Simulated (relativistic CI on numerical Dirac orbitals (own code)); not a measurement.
# Ag VI (Ag⁵⁺): levels and lines

Aim: the low levels of Ag⁵⁺, their labels and the strongest lines; runs with one setting changed show what the result hangs on.

The numbers are computed with relativistic CI on numerical Dirac orbitals (own code) version 4 (Dirac-Coulomb-Breit CI, KLI orbitals optimised for each configuration, model QED (radiative potential, 1s self-energy scaled to tabulated hydrogen-like ionisation energies), valence Slater integrals scaled by 0.85, P86 correlation energy added to each configuration), except any that are marked as measured or tabulated.

## Step 1: Starting point

- ion: Ag⁵⁺ (Ag VI)
- nuclear charge: 47
- electrons: 42
- isotope: A = 107
- first configuration typed: [Kr] 4d6

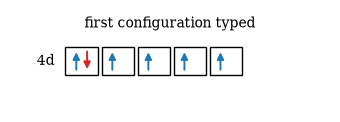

Outer shells as boxes.

## Step 2: Base run

Settings, as recorded:

```ini
atom Ag  Z=47  charge=5  electrons=42
nucleus A=107  rms_radius_fm=4.5454
hamiltonian dirac-coulomb  breit=on  qed=on  c_scale=1
orbitals kli  potential=per-configuration
slater_scale 0.85
correlation p86
mixing on
configurations
  [Kr] 4d6
  [Kr] 4d5 5s
  [Kr] 4d5 4f
  [Kr] 4d5 5p
  [Ar] 3d10 4s2 4p5 4d7
  [Kr] 4d5 5d
  [Kr] 4d5 6s
  [Kr] 4d5 6p
  [Kr] 4d4 5s 5p
  [Kr] 4d5 5f
  [Ar] 3d10 4s 4p6 4d7
  [Kr] 4d5 6d
  [Kr] 4d5 7s
  [Kr] 4d5 5g
  [Kr] 4d5 7p
  [Kr] 4d5 6f
  [Kr] 4d4 4f 5s
  [Ar] 3d10 4s2 4p5 4d6 5s
  [Ar] 3d10 4s 4p6 4d6 4f
  [Kr] 4d4 5s2
  [Kr] 4d3 4f 5s2
  [Kr] 4d3 5s2 5p
  [Kr] 4d3 5s2 5d
  [Kr] 4d3 5s2 6s
  [Ar] 3d10 4p6 4d8
  [Ar] 3d10 4p5 4d9
end
```

Command:

```
$ python run_levels.py task.json out
```

One command runs all members of the session, one after another, from task.json.

## Step 4: No correlation estimate

The settings differ from step 2 so:

```diff
@@ -5,3 +5,3 @@
 slater_scale 0.85
-correlation p86
+correlation none
 mixing on
```

## Step 5: Slater integrals scaled by 1

The settings differ from step 4 so:

```diff
@@ -4,4 +4,4 @@
 orbitals kli  potential=per-configuration
-slater_scale 0.85
-correlation none
+slater_scale 1
+correlation p86
 mixing on
```

## Step 6: The first configuration alone

Settings, as recorded:

```ini
atom Ag  Z=47  charge=5  electrons=42
nucleus A=107  rms_radius_fm=4.5454
hamiltonian dirac-coulomb  breit=on  qed=on  c_scale=1
orbitals kli  potential=per-configuration
slater_scale 0.85
correlation p86
mixing on
configurations
  [Kr] 4d6
end
```

## Step 7: One common potential

Settings, as recorded:

```ini
atom Ag  Z=47  charge=5  electrons=42
nucleus A=107  rms_radius_fm=4.5454
hamiltonian dirac-coulomb  breit=on  qed=on  c_scale=1
orbitals kli  potential=mean
slater_scale 0.85
correlation p86
mixing on
configurations
  [Kr] 4d6
  [Kr] 4d5 5s
  [Kr] 4d5 4f
  [Kr] 4d5 5p
  [Ar] 3d10 4s2 4p5 4d7
  [Kr] 4d5 5d
  [Kr] 4d5 6s
  [Kr] 4d5 6p
  [Kr] 4d4 5s 5p
  [Kr] 4d5 5f
  [Ar] 3d10 4s 4p6 4d7
  [Kr] 4d5 6d
  [Kr] 4d5 7s
  [Kr] 4d5 5g
  [Kr] 4d5 7p
  [Kr] 4d5 6f
  [Kr] 4d4 4f 5s
  [Ar] 3d10 4s2 4p5 4d6 5s
  [Ar] 3d10 4s 4p6 4d6 4f
  [Kr] 4d4 5s2
  [Kr] 4d3 4f 5s2
  [Kr] 4d3 5s2 5p
  [Kr] 4d3 5s2 5d
  [Kr] 4d3 5s2 6s
  [Ar] 3d10 4p6 4d8
  [Ar] 3d10 4p5 4d9
end
```

(Steps that only read results are left out.)

Q: Predict the outcome of this session. Wanted: lowest level; first excitation; lowest level of the other parity; fastest E1 line; ionisation energy; mean error of paired levels.

The runs gave:

| run | time | mean size of shift, levels followed (cm⁻¹) | lowest level | ionisation energy (eV) | mean error to measured (cm⁻¹) |
| --- | --- | --- | --- | --- | --- |
| main run | 7.2 s | 0 | 4d6 5D4 | 83.858 | 1164 |
| no correlation estimate | 7.1 s | 1.7 | 4d6 5D4 | 82.394 | 1061 |
| Slater integrals scaled by 1 | 7.1 s | 2213 | 4d6 5D4 | 83.390 | 3822 |
| the first configuration alone | 0.084 s | 368 | 4d6 5D4 | - | - |
| one common potential | 5.9 s | 80.7 | 4d6 5D4 | - | 1631 |

The tabulated theoretical ionisation energy (NIST) is 82 eV.

| quantity | value |
| --- | --- |
| lowest level | 4d6 5D4 |
| first excitation | 4d6 5D3, 2604.6 cm⁻¹ |
| lowest level of the other parity | 4d5 5p 7P°2, 248041 cm⁻¹ |
| levels in the model | 6105 |
| fastest E1 line (by rate) to the lowest level among the lowest 400 of 6105 levels | 24.88 nm, from 4d5 4f 5D°4 (ii) |
| ionisation energy | 83.858 eV |
| ionisation energy, tabulated theoretical (NIST) | 82 eV |
| mean error of paired levels | 1164 cm⁻¹ over 34 |

The lowest level is 4d6 5D4, 96 % pure in LS and 46 % in jj coupling; over the low levels the means are 82 and 63 %, so LS coupling describes them better. The ionisation energy agrees with the tabulated theoretical value within its uncertainty of 2 eV. The largest mover is «Slater integrals scaled by 1» (2213 cm⁻¹ on average). The run «no correlation estimate» comes nearer the measured levels than the main run (1061 against 1164 cm⁻¹). The scale of 0.85 was itself chosen against such measured levels. Lifetimes count radiative decay inside the model alone.
